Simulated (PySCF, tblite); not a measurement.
# C8H10BF: geometry, infrared bands and NMR shifts

Wanted: the infrared bands and NMR shifts of C8H10BF (`C=C(F)C(=C)C#CB(C)C`), by calculation.

The runs use tblite 0.8.0 and PySCF 2.14.0, with density-fitted response routines of our own; the level of theory stands in each step. All values are computed, except where a source is named. Atoms are numbered from 0 throughout.

## (1) The starting structure

20 atoms, charge 0, multiplicity 1; geometry from: force field or distance geometry start.

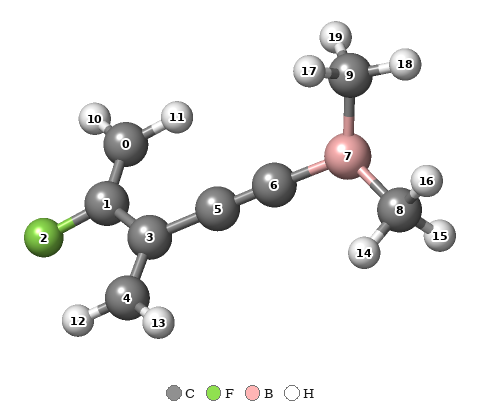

As it starts; carbon grey, fluorine green, boron pink, hydrogen white, atoms numbered.

## (2) Geometry optimisation with GFN2-xTB

What the job is given:

```
{"job": {"kind": "relax", "xc": "GFN2-xTB", "basis": "xTB"}, "charge": 0, "multiplicity": 1}
C      2.853900     1.720400     0.220700
C      3.107000     0.471100    -0.105800
F      4.407400     0.074300    -0.331900
C      2.087200    -0.558100    -0.219800
C      2.434400    -1.804500    -0.526400
C      0.688200    -0.302800     0.009500
C     -0.488300    -0.095100     0.193000
B     -1.999500     0.141500     0.444100
C     -2.940900    -1.139700     0.710100
C     -2.708100     1.292400    -0.401300
H      3.595100     2.492500     0.307300
H      1.810000     2.040700     0.417200
H      3.453800    -2.030800    -0.696000
H      1.684900    -2.562700    -0.621000
H     -2.389400    -1.999800     0.299700
H     -3.074900    -1.322600     1.803800
H     -3.936700    -1.017200     0.195900
H     -2.537900     1.047100    -1.489200
H     -3.796500     1.280800    -0.165200
H     -2.254800     2.283200    -0.175000
```

Started as:

```console
OMP_NUM_THREADS=1 python probes_run.py task.json out
```

The driver reads the jobs from task.json and runs them one after another.

The log of the run:

```text
step      E/eV     max force
  0    -763.31945    2.060
  1    -763.48767    2.590
  2    -763.63518    1.938
  3    -763.71182    1.060
  4    -763.73821    0.547
  5    -763.75771    0.435
  6    -763.78427    0.317
  7    -763.79756    0.325
  8    -763.81279    0.281
  9    -763.82409    0.261
 10    -763.83475    0.218
 11    -763.84379    0.243
 12    -763.85098    0.243
 13    -763.85686    0.170
 14    -763.86266    0.167
 15    -763.86802    0.156
 16    -763.87267    0.165
 17    -763.87664    0.160
 18    -763.88019    0.141
 19    -763.88316    0.123
 20    -763.88526    0.093
 21    -763.88668    0.097
 22    -763.88782    0.094
 23    -763.88891    0.079
 24    -763.88996    0.081
 25    -763.89099    0.102
 26    -763.89203    0.104
 27    -763.89293    0.071
 28    -763.89359    0.053
 29    -763.89416    0.054
 30    -763.89489    0.103
 31    -763.89590    0.136
 32    -763.89706    0.125
 33    -763.89810    0.072
 34    -763.89904    0.086
 35    -763.90019    0.109
 36    -763.90161    0.113
 37    -763.90291    0.087
 38    -763.90383    0.064
 39    -763.90457    0.071
 40    -763.90538    0.078
 41    -763.90623    0.081
 42    -763.90685    0.046
 43    -763.90722    0.044
 44    -763.90755    0.042
 45    -763.90797    0.052
 46    -763.90840    0.048
 47    -763.90875    0.037
 48    -763.90909    0.046
 49    -763.90956    0.076
 50    -763.91023    0.086
 51    -763.91090    0.064
 52    -763.91137    0.052
 53    -763.91167    0.056
 54    -763.91198    0.066
 55    -763.91239    0.054
 56    -763.91269    0.026
 57    -763.91283    0.020
 58    -763.91290    0.020
 59    -763.91297    0.023
 60    -763.91307    0.020
 61    -763.91318    0.023
 62    -763.91328    0.022
 63    -763.91339    0.022
 64    -763.91350    0.027
 65    -763.91362    0.024
 66    -763.91371    0.019
 67    -763.91379    0.019
 68    -763.91388    0.020
 69    -763.91401    0.023
 70    -763.91419    0.029
 71    -763.91438    0.029
 72    -763.91456    0.027
 73    -763.91472    0.028
 74    -763.91490    0.029
 75    -763.91511    0.031
 76    -763.91526    0.023
 77    -763.91536    0.017
 78    -763.91543    0.020
 79    -763.91552    0.023
 80    -763.91562    0.026
 81    -763.91571    0.019
 82    -763.91578    0.020
 83    -763.91585    0.021
 84    -763.91593    0.022
 85    -763.91604    0.024
 86    -763.91614    0.021
 87    -763.91621    0.019
 88    -763.91626    0.015
 89    -763.91632    0.016
 90    -763.91639    0.018
 91    -763.91645    0.014
 92    -763.91651    0.017
 93    -763.91656    0.016
 94    -763.91661    0.013
 95    -763.91666    0.019
 96    -763.91671    0.013
 97    -763.91674    0.012
 98    -763.91677    0.013
 99    -763.91680    0.014
100    -763.91683    0.016
101    -763.91687    0.018
102    -763.91692    0.018
103    -763.91696    0.013
104    -763.91699    0.018
105    -763.91700    0.036
106    -763.91702    0.016
107    -763.91703    0.012
108    -763.91704    0.006
```

It took 0.86 s on 1 thread of Arm Neoverse V1, shared host.

Along the way: (not every step is listed)

```csv
step,energy from step 0 (eV),largest force (eV/Å)
0,0.0000,2.0596
1,-0.1682,2.5896
2,-0.3157,1.9385
3,-0.3924,1.0604
4,-0.4188,0.5473
5,-0.4383,0.4350
6,-0.4648,0.3172
7,-0.4781,0.3253
8,-0.4933,0.2805
17,-0.5572,0.1604
26,-0.5726,0.1044
35,-0.5807,0.1090
44,-0.5881,0.0418
53,-0.5922,0.0560
62,-0.5938,0.0218
71,-0.5949,0.0293
80,-0.5962,0.0264
89,-0.5969,0.0158
98,-0.5973,0.0129
103,-0.5975,0.0127
104,-0.5975,0.0184
105,-0.5976,0.0356
106,-0.5976,0.0156
107,-0.5976,0.0118
108,-0.5976,0.0061
```

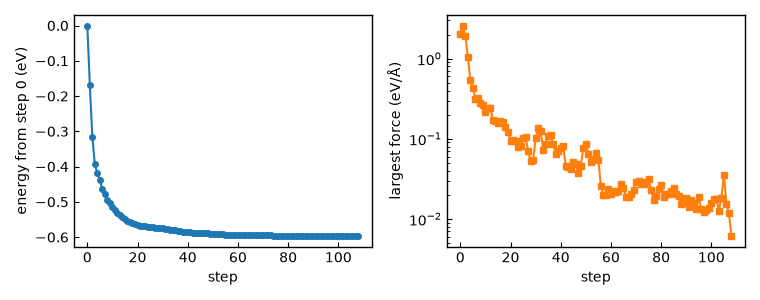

Energy and force, step by step.

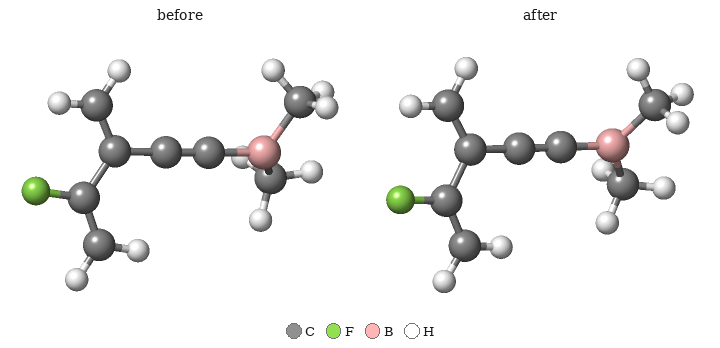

The geometry before (left) and after (right).

Close pairs (by a distance rule), those that changed most:

| bond | before (Å) | after (Å) | change (Å) |
| --- | --- | --- | --- |
| C6–B7 | 1.550 | 1.506 | -0.044 |
| C8–H16 | 1.127 | 1.088 | -0.040 |
| C9–H17 | 1.128 | 1.091 | -0.037 |
| C0–H11 | 1.109 | 1.073 | -0.036 |
| B7–C8 | 1.612 | 1.578 | -0.034 |
| C9–H18 | 1.114 | 1.087 | -0.027 |
| C8–H15 | 1.117 | 1.091 | -0.026 |
| C9–H19 | 1.113 | 1.088 | -0.024 |

The end geometry stands in the next job.

## (3) Vibrational analysis with GFN2-xTB

What the job is given:

```
{"job": {"kind": "ir", "xc": "GFN2-xTB", "basis": "xTB"}, "charge": 0, "multiplicity": 1}
C      2.579905     1.727452     0.237171
C      2.960563     0.486334    -0.033993
F      4.282750     0.208174    -0.127196
C      2.084811    -0.665334    -0.253952
C      2.559957    -1.879187    -0.564124
C      0.692824    -0.427789    -0.132181
C     -0.501282    -0.244591    -0.031294
B     -1.983554    -0.010949     0.092496
C     -2.893761    -1.139589     0.714721
C     -2.586172     1.364097    -0.396124
H      3.300787     2.511415     0.382325
H      1.537245     1.969728     0.314893
H      3.616243    -2.056260    -0.672310
H      1.897823    -2.711889    -0.724422
H     -2.516169    -2.143871     0.535492
H     -2.916576    -1.009090     1.797810
H     -3.925677    -1.092414     0.374297
H     -2.658282     1.353286    -1.484492
H     -3.584846     1.558546    -0.012810
H     -1.951735     2.212610    -0.146527
```

The log of the run:

```text
mode    cm-1     km/mol
  1      -5.8      0.19
  2      27.5      0.87
  3      45.4      1.98
  4      53.7      0.15
  5      68.7      1.72
  6      90.2      1.33
  7     144.1      0.88
  8     226.7      0.25
  9     237.8      0.18
 10     264.8      1.57
 11     369.2      2.81
 12     382.4      0.46
 13     403.5      1.52
 14     405.1      6.47
 15     427.9      2.93
 16     504.8      1.54
 17     618.3      2.29
 18     634.8      5.22
 19     694.7      2.92
 20     703.2      1.64
 21     727.8      0.21
 22     785.4     13.66
 23     853.2      2.03
 24     858.9    136.65
 25     870.2     40.28
 26     870.8     29.77
 27     885.4     11.59
 28     925.0     25.60
 29     961.5     25.91
 30    1116.0      9.14
 31    1128.5    152.35
 32    1214.4    370.53
 33    1325.8      2.90
 34    1367.6      0.90
 35    1379.0     39.38
 36    1384.9      8.09
 37    1395.1     12.94
 38    1479.9      0.77
 39    1482.4      1.83
 40    1489.3      3.47
 41    1492.7      1.42
 42    1623.5      3.04
 43    1677.8     38.09
 44    2269.3     75.80
 45    2991.6      8.29
 46    2995.9     37.14
 47    3024.8     24.59
 48    3031.9     25.10
 49    3034.3     22.62
 50    3038.8     64.45
 51    3114.9      3.09
 52    3134.3      1.43
 53    3148.2     19.09
 54    3177.3     13.15
```

Wall time 0.85 s (1 thread of Arm Neoverse V1, shared host).

The strongest bands and the atoms that carry them (share of the mass-weighted mode):

```
cm⁻¹  km/mol                                   atoms
 859   136.7             B7 27 %, H15 17 %, H17 17 %
 870    40.3             H10 27 %, H11 21 %, C0 14 %
1128   152.3                        B7 65 %, C9 10 %
1214   370.5                        B7 38 %, C1 25 %
1379    39.4  H15 18 %, H14 15 %, H16 14 %, H17 13 %
1678    38.1                        C1 54 %, C0 40 %
2269    75.8                        C5 52 %, C6 47 %
3039    64.5                                H18 83 %
```

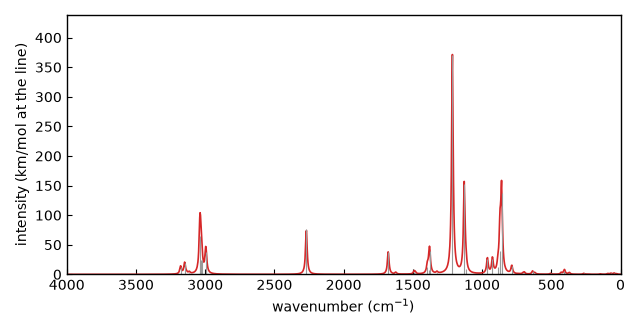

The infrared spectrum from these modes, unscaled. Lines are broadened to a width of 14 cm⁻¹ (Lorentzian).

## (4) Shielding tensors: PBE0/pcSseg-1

The job, as its differences from that of step 3:

```diff
@@ -1,2 +1,2 @@
-{"job": {"kind": "ir", "xc": "GFN2-xTB", "basis": "xTB"}, "charge": 0, "multiplicity": 1}
+{"job": {"kind": "nmr", "xc": "PBE0", "basis": "pcSseg-1"}, "charge": 0, "multiplicity": 1}
 C      2.579905     1.727452     0.237171
```

With the program's defaults for keys left out, this is: GIAO PBE0/pcSseg-1 NMR shielding, non-relativistic, gas phase.

The log of the run:

```text
coarse grid: 17064 points
cycle   1  E = -434.7520969751  dE =  1.277e+00  |g| = 6.803e-01  |ddm| = 4.420e+00
cycle   2  E = -434.6569532685  dE =  9.514e-02  |g| = 9.447e-01  |ddm| = 1.389e+00
cycle   3  E = -434.8398387102  dE = -1.829e-01  |g| = 2.596e-01  |ddm| = 9.229e-01
cycle   4  E = -434.8570595081  dE = -1.722e-02  |g| = 6.244e-02  |ddm| = 2.475e-01
cycle   5  E = -434.8578257439  dE = -7.662e-04  |g| = 2.574e-02  |ddm| = 6.039e-02
cycle   6  E = -434.8579745669  dE = -1.488e-04  |g| = 4.817e-03  |ddm| = 2.843e-02
cycle   7  E = -434.8579796690  dE = -5.102e-06  |g| = 1.692e-03  |ddm| = 4.623e-03
final grid: 166200 points
cycle   8  E = -434.9233880796  dE = -4.968e-05  |g| = 8.598e-03  |ddm| = 7.545e-02
cycle   9  E = -434.9233840741  dE =  4.005e-06  |g| = 9.687e-03  |ddm| = 1.820e-02
cycle  10  E = -434.9234069826  dE = -2.291e-05  |g| = 1.505e-03  |ddm| = 9.675e-03
cycle  11  E = -434.9234074632  dE = -4.806e-07  |g| = 3.018e-04  |ddm| = 1.399e-03
cycle  12  E = -434.9234074791  dE = -1.588e-08  |g| = 1.847e-04  |ddm| = 4.211e-04
cycle  13  E = -434.9234074869  dE = -7.853e-09  |g| = 6.487e-05  |ddm| = 1.844e-04
cycle  14  E = -434.9234074880  dE = -1.031e-09  |g| = 1.586e-05  |ddm| = 6.355e-05
cycle  15  E = -434.9234074880  dE = -4.945e-11  |g| = 6.870e-06  |ddm| = 1.835e-05
converged SCF energy = -434.9234074880

GIAO shielding tensors (ppm)
atom      isotropic    diamagn.    paramagn.     s11        s22        s33       span
  0 C       84.220     263.169    -178.949     -8.064     95.938    164.784    172.848
  1 C       14.844     253.586    -238.742    -87.989     58.934     73.588    161.578
  2 F      289.194     474.482    -185.288    187.926    299.041    380.613    192.688
  3 C       56.668     264.954    -208.286    -49.268     74.277    144.995    194.263
  4 C       52.705     248.739    -196.035    -58.271     47.687    168.697    226.968
  5 C       55.456     259.147    -203.690     -9.837      2.997    173.208    183.045
  6 C       75.635     262.133    -186.498    -17.021      7.173    236.752    253.773
  7 B       28.214     193.240    -165.026    -52.165     12.565    124.240    176.405
  8 C      169.572     253.204     -83.632    146.185    174.612    187.920     41.735
  9 C      170.029     253.568     -83.539    146.751    175.721    187.615     40.864
 10 H       26.416      27.230      -0.814     24.674     24.722     29.852      5.178
 11 H       26.204      36.167      -9.964     23.207     25.666     29.738      6.531
 12 H       25.339      29.308      -3.969     22.502     23.818     29.698      7.196
 13 H       25.588      32.393      -6.805     22.482     24.487     29.794      7.313
 14 H       30.452      32.036      -1.584     26.223     29.933     35.202      8.979
 15 H       30.977      30.357       0.620     27.434     29.008     36.490      9.056
 16 H       30.491      29.023       1.469     26.806     29.576     35.091      8.285
 17 H       30.945      30.822       0.123     27.106     29.313     36.416      9.310
 18 H       30.487      29.514       0.973     26.820     29.621     35.020      8.200
 19 H       30.602      32.851      -2.249     26.308     30.103     35.395      9.087
```

Wall time 50 s (1 thread of Arm Neoverse V1, shared host); peak memory 0.97 GiB.

Shifts follow as δ = σ(reference) − σ, with reference shieldings (ppm) from runs at the same level and on the same kind of geometry: 1H TMS 31.72, 13C TMS 186.9, 19F CFCl3 170.9, 11B BF3·OEt2 100.1. The references are single molecules in the gas phase, so shifts against H2O, NH3, PH3, H3PO4 or CFCl3 are not on the usual liquid scales and can be off by tens of ppm. Atoms listed in one row are averaged.

| atoms | environment | σ (ppm) | δ (ppm) | δ scaled to CDCl3 |
| --- | --- | --- | --- | --- |
| C1 | fully substituted alkene carbon | 14.8 | 172.1 | 166.0 |
| C4 | terminal =CH2 carbon | 52.7 | 134.2 | 129.1 |
| C5 | alkyne carbon | 55.5 | 131.5 | 126.4 |
| C3 | fully substituted alkene carbon | 56.7 | 130.3 | 125.2 |
| C6 | alkyne carbon | 75.6 | 111.3 | 106.7 |
| C0 | terminal =CH2 carbon | 84.2 | 102.7 | 98.3 |
| C8, C9 | methyl carbon bonded to B | 169.8 | 17.1 | 14.8 |
| H12 | hydrogen on a terminal =CH2 carbon | 25.34 | 6.38 | 6.12 |
| H13 | hydrogen on a terminal =CH2 carbon | 25.59 | 6.13 | 5.88 |
| H11 | hydrogen on a terminal =CH2 carbon | 26.20 | 5.51 | 5.30 |
| H10 | hydrogen on a terminal =CH2 carbon | 26.42 | 5.30 | 5.10 |
| H14, H15, H16, H17, H18, H19 | hydrogen on a methyl carbon bonded to B | 30.66 | 1.06 | 1.10 |
| F2 | vinylic fluorine | 289.2 | -118.2 | – |
| B7 | boron bonded to 3 C | 28.2 | 71.9 | – |

The scaled column applies a straight-line fit of computed shieldings to shifts measured in CDCl3, and one for carbons that bear F (root-mean-square error 0.16 ppm for H, 1.9 ppm for C).

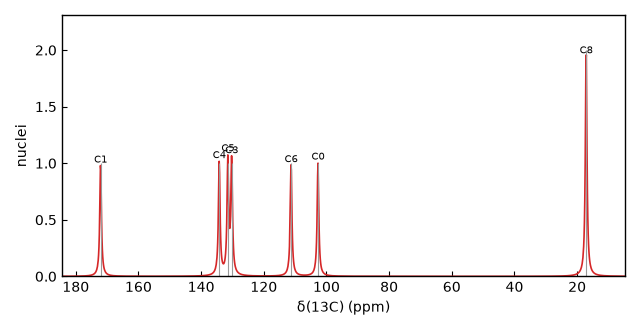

13C lines at the computed shifts, without couplings. Lines are broadened to a width of 0.62 ppm (Lorentzian).

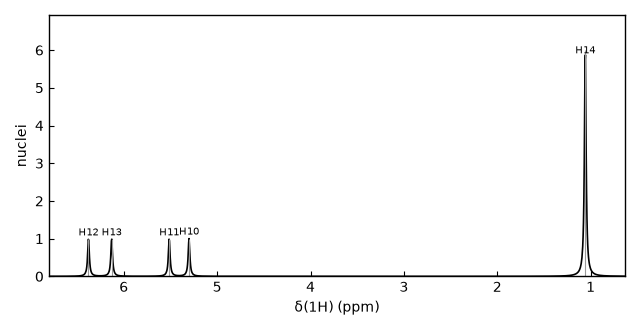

1H lines at the computed shifts, without couplings. Lines are broadened to a width of 0.02 ppm (Lorentzian).

Charges from the same density, by scheme (e):

```csv
atoms,Mulliken,IAO,Hirshfeld,ESP fit
C0,-0.18,-0.36,-0.12,-0.61
C1,0.28,0.30,0.09,0.33
F2,-0.28,-0.28,-0.08,-0.18
C3,-0.66,-0.03,0.00,0.05
C4,0.01,-0.27,-0.07,-0.39
C5,0.27,-0.01,-0.02,0.07
C6,-0.19,-0.14,-0.11,-0.51
B7,0.44,0.29,0.21,0.88
"C8, C9",-0.51,-0.57,-0.19,-0.77
```

IAO charges:

C0 -0.36; C1 0.30; F2 -0.28; C3 -0.03; C4 -0.27; C5 -0.01; C6 -0.14; B7 0.29; C8 -0.57; C9 -0.57; H10 0.17; H11 0.18; H12 0.17; H13 0.17; H14 0.16; H15 0.17; H16 0.15; H17 0.17; H18 0.15; H19 0.16

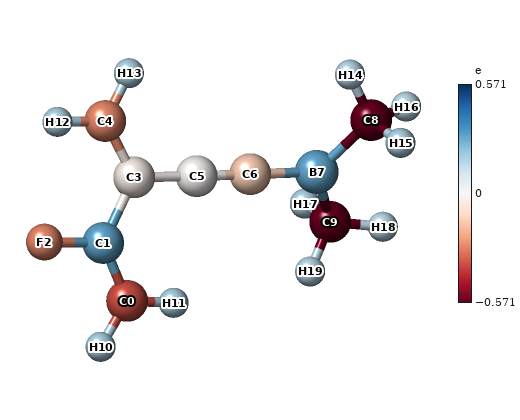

IAO charges, as colours on the atoms.

Mayer bond orders: C0–C1 1.94, C1–F2 0.93, C1–C3 1.06, C3–C4 1.93, C3–C5 0.94, C5–C6 2.31, C6–B7 1.07, B7–C8 1.04, B7–C9 1.03.

## (5) Outcome

```
                                                               quantity                                               value
                              strongest single infrared mode (GFN2-xTB)                               1214 cm⁻¹, 371 km/mol
                                           zero-point energy (GFN2-xTB)                                       95.2 kcal/mol
13C shifts against TMS (PBE0/pcSseg-1, means over atoms taken as alike)  172.1, 134.2, 131.5, 130.3, 111.3, 102.7, 17.1 ppm
 1H shifts against TMS (PBE0/pcSseg-1, means over atoms taken as alike)                    6.38, 6.13, 5.51, 5.30, 1.06 ppm
                               19F shifts against CFCl3 (PBE0/pcSseg-1)                                          -118.2 ppm
                            11B shifts against BF3·OEt2 (PBE0/pcSseg-1)                                            71.9 ppm
```

**Reading.** The optimisation took 108 steps and gained 0.598 eV; among the close pairs (by a distance rule), C6–B7 changed most, from 1.550 to 1.506 Å. The lowest mode is slightly imaginary (6i cm⁻¹), a soft motion within the noise of the Hessian, so the minimum is not strictly shown. The strongest single mode, at 1214 cm⁻¹, is spread over many atoms; the largest shares are those of B7, C1. GFN2-xTB is a fitted tight-binding method: band positions and strengths are rough. Its intensities can rank the bands wrongly. At PBE0/pcSseg-1: The largest span, 254 ppm, is at C6, where the paramagnetic term is -186 ppm.
